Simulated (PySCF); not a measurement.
**GeH4 (SMILES [H][Ge]([H])([H])[H]) at 6 levels**

We compute a comparison of 6 runs (M06-2X/STO-6G, PBE/STO-6G, UPBE0/STO-6G, r2SCAN/STO-6G, CCSDTQ/STO-6G, NEVPT2(2,2)/STO-6G) of GeH4. Input form: a Python script.

Program for the calculation: PySCF 2.14.0.

4 further runs of the same task are left out: 4 set aside as unsound or not needed.

## 1. Starting point

GeH4: 5 atoms, total charge 0, spin state singlet. As SMILES, `[H][Ge]([H])([H])[H]`. The Ge1–H2 distance was set to 2.668 Å, away from the relaxed value. At this shape a bond of the SMILES string is far longer than usual.

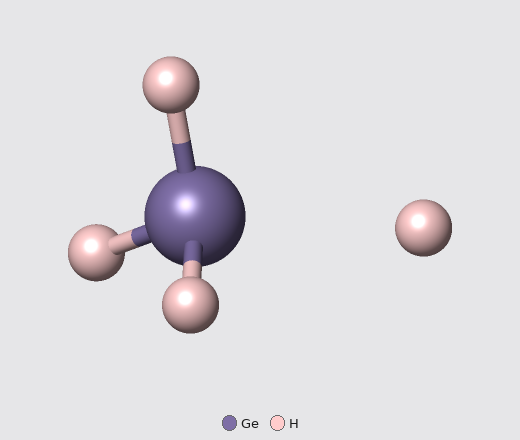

Viewed from a chosen angle; germanium purple, hydrogen pink.

## 2. The energy at M06-2X/STO-6G (run 1)

run.py

```python
from pyscf import gto, dft

mol = gto.M(
    atom='''
Ge      -0.008968       0.015311      -1.185892
H        0.011480      -0.018150       1.481920
H        1.385812       0.024901      -1.689172
H       -0.716698       1.228821      -1.659292
H       -0.707978      -1.191399      -1.690252
''',
    charge=0,
    verbose=4,
    spin=0,
    basis='sto-6g',
    max_memory=1860,
)

myscf = dft.RKS(mol)
myscf.xc = 'm06-2x'
myscf.grids.level = 5
myscf.conv_tol = 1e-10
myscf.kernel()
if not myscf.converged:
    myscf = myscf.newton().run(myscf.mo_coeff, myscf.mo_occ)

e_final = myscf.e_tot
print('Final energy', e_final)
```

Launch:

```
$ OMP_NUM_THREADS=1 python run.py
```

The program printed:

```text
PySCF version 2.14.0

[... 74 lines left out ...]
converged SCF energy = -2067.77147541462
Final energy -2067.7714754146236
```

It took 6.9 s on 1 thread of AMD EPYC 7R43 (Zen 3), shared host; peak memory 0.21 GiB.

## 3. The energy at PBE/STO-6G (run 2)

run.py

```python
from pyscf import gto, dft

system = gto.Mole()
system.atom = '''
Ge  -0.008968   0.015311  -1.185892
H    0.011480  -0.018150   1.481920
H    1.385812   0.024901  -1.689172
H   -0.716698   1.228821  -1.659292
H   -0.707978  -1.191399  -1.690252
'''
system.max_memory = 1860
system.verbose = 4
system.basis = 'sto-6g'
system.build()

calc0 = dft.RKS(system, xc='pbe')
calc0.grids.level = 5
calc0.conv_tol = 1e-10
calc0.kernel()
if not calc0.converged:
    calc0 = calc0.newton().run(calc0.mo_coeff, calc0.mo_occ)

etot = calc0.e_tot
print(f'total energy: {etot:.8f} hartree')
```

Launch:

```
$ OMP_NUM_THREADS=1 python run.py
```

The program printed:

```text
PySCF version 2.14.0

[... 57 lines left out ...]
WARN: HOMO 0.348700474024946 == LUMO 0.348712895025099
[... 36 lines left out ...]
converged SCF energy = -2067.49500344834
total energy: -2067.49500345 hartree
```

Wall time 7.8 s (1 thread of AMD EPYC 7R43 (Zen 3), shared host); peak memory 0.2 GiB.

Runs 3 to 4 aren't shown in full; the table further down has their settings and results.

## 4. The energy at CCSDTQ/STO-6G (run 5)

job.py

```python
from pyscf import gto, scf, cc

system = gto.Mole()
system.atom = [
    ('Ge', (-0.008968, 0.015311, -1.185892)),
    ('H', (0.011480, -0.018150, 1.481920)),
    ('H', (1.385812, 0.024901, -1.689172)),
    ('H', (-0.716698, 1.228821, -1.659292)),
    ('H', (-0.707978, -1.191399, -1.690252)),
]
system.verbose = 3
system.max_memory = 1860
system.basis = 'sto-6g'
system.spin = 0
system.build()

calc0 = scf.RHF(system)
calc0.conv_tol = 1e-10
calc0.kernel()
if not calc0.converged:
    calc0 = calc0.newton().run(calc0.mo_coeff, calc0.mo_occ)

mycc = cc.CCSDTQ(calc0, frozen=9)
mycc.kernel()
etot = mycc.e_tot
print('E(%s) = %.9f' % ('CCSDTQ', etot))
```

Launch:

```
$ OMP_NUM_THREADS=1 python job.py
```

The program printed:

```text
converged SCF energy = -2066.39722409631
_make_eris_incore_RCCSDTQ
RCCSDTQ converged
E(RCCSDTQ) = -2066.53880805315   E_corr = -0.1415839568369621
E_corr(same-spin) = -0.00102419500083497
E_corr(oppo-spin) = -0.140559761836127
E(CCSDTQ) = -2066.538808053
```

It took 26 s on 1 thread of AMD EPYC 7R43 (Zen 3), shared host; peak memory 0.13 GiB.

## 5. The energy at NEVPT2(2,2)/STO-6G (run 6)

run.py

```python
import numpy
from pyscf import gto, scf, mp, mcscf, mrpt

mol = gto.M(
    atom='''
Ge    -0.008968     0.015311    -1.185892
H      0.011480    -0.018150     1.481920
H      1.385812     0.024901    -1.689172
H     -0.716698     1.228821    -1.659292
H     -0.707978    -1.191399    -1.690252
''',
    basis='sto-6g',
    charge=0,
    max_memory=1860,
    verbose=4,
)

mf = scf.RHF(mol)
mf.conv_tol = 1e-10
mf.kernel()
if not mf.converged:
    mf = mf.newton().run(mf.mo_coeff, mf.mo_occ)

pt = mp.MP2(scf.addons.convert_to_uhf(mf)).run()
noons, natorbs = mcscf.addons.make_natural_orbitals(pt)
print('natural occupations', numpy.round(noons[:40], 4))
cas = mcscf.CASSCF(mf, 2, 2)
cas.fix_spin_(ss=0.0)
cas.natorb = True
cas.kernel(natorbs)
e_pt2 = mrpt.NEVPT(cas).kernel()
e_final = cas.e_tot + e_pt2
print(f'total energy: {e_final:.8f} hartree')
```

Launch:

```
$ OMP_NUM_THREADS=1 python run.py
```

The program printed:

```text
PySCF version 2.14.0

[... 57 lines left out ...]
converged SCF energy = -2066.39722409631
[... 33 lines left out ...]
sorting_mo_energy = False
[... 18 lines left out ...]
1-step CASSCF converged in   2 macro ( 14 JK   5 micro) steps
[... 2 lines left out ...]
Natural orbital (expansion on meta-Lowdin AOs) in CAS space
[... 8 lines left out ...]
CASSCF energy = -2066.48868193901
[... 2 lines left out ...]
******** <class 'pyscf.mrpt.nevpt2.NEVPT'> ********
NEVPT2 (1e+1e, 2o), ncore = 17, nvir = 3
root = 0
Natural occ [1.60999694 0.39000306]
Natural orbital (expansion on meta-Lowdin AOs) in CAS space
               #1        #2
0 Ge 1s          0.00022   0.00022
0 Ge 2s         -0.00145  -0.00241
0 Ge 3s          0.00104   0.00256
[... 18 lines of this table left out ...]
4 H 1s           0.08138   0.08277
<CAS-nat-orb|mo-hf>  18     18      -0.99565886
<CAS-nat-orb|mo-hf>  19     19       0.99939775
Sr    (-1)',   E = -0.00000000000000
Si    (+1)',   E = -0.00000000000102
Sijrs (0)  ,   E = -0.02884194266654
Sijr  (+1) ,   E = -0.00248441782592
Srsi  (-1) ,   E = -0.00181120896578
Srs   (-2) ,   E = -0.00003683700853
Sij   (+2) ,   E = -0.00013399301463
Sir   (0)' ,   E = -0.00097959645996
Nevpt2 Energy = -0.034287995942382
total energy: -2066.52296993 hartree
```

Wall time 2 s (1 thread of AMD EPYC 7R43 (Zen 3), shared host); peak memory 0.12 GiB.

## 6. All runs side by side

| run | level | follow instability | integration grid | energy (Eh) | dipole moment (D) of the reference | HOMO energy (eV) | LUMO energy (eV) | wall time |
| --- | --- | --- | --- | --- | --- | --- | --- | --- |
| 1 | M06-2X/STO-6G | – | 5 | -2067.771475 | 0.56 | -5.64 | 1.12 | 6.9 s |
| 2 | PBE/STO-6G | – | 5 | -2067.495003 | 0.66 | -2.63 | -0.77 | 7.8 s |
| 3 | UPBE0/STO-6G | yes | 5 | -2067.648224 | 0.18 | -4.49 | 0.50 | 31 s |
| 4 | r2SCAN/STO-6G | – | 5 | -2067.954811 | 0.74 | -3.45 | -0.73 | 9.6 s |
| 5 | CCSDTQ/STO-6G | – | – | -2066.538808 | 0.94 | -6.41 | 3.92 | 26 s |
| 6 | NEVPT2(2,2)/STO-6G | – | – | -2066.522970 | 0.94 | -6.41 | 3.92 | 2 s |

## 7. Results

```
                                    quantity           value
                         run 6: total energy  -2066.52297 Eh
 run 6: dipole moment (Hartree–Fock density)          0.94 D
  run 6: HOMO energy (Hartree–Fock orbitals)        -6.41 eV
  run 6: LUMO energy (Hartree–Fock orbitals)         3.92 eV
run 6: HOMO–LUMO gap (Hartree–Fock orbitals)        10.33 eV
```

**Reading.** Over runs 1, 2, 3, 4 the dipole moment (its size) runs from 0.18 D (UPBE0/STO-6G) to 0.74 D (r2SCAN/STO-6G). Over runs 1, 2, 3, 4 the HOMO–LUMO gap runs from 1.86 eV (PBE/STO-6G) to 6.76 eV (M06-2X/STO-6G). Totals of different functionals can't be ranked against each other. In runs 1, 2, 3, 4, 5, 6 the basis is minimal, so the values are rough. In runs 1, 2, 4 a closed-shell determinant meets a far-stretched bond, which it describes badly. Spin contamination of the reference: run 3 ⟨S²⟩ = 0.60. Where it is this large, the reference is a mixture of spin states, and values that rest on it are in doubt. All runs together took 83 s, the longest 31 s.
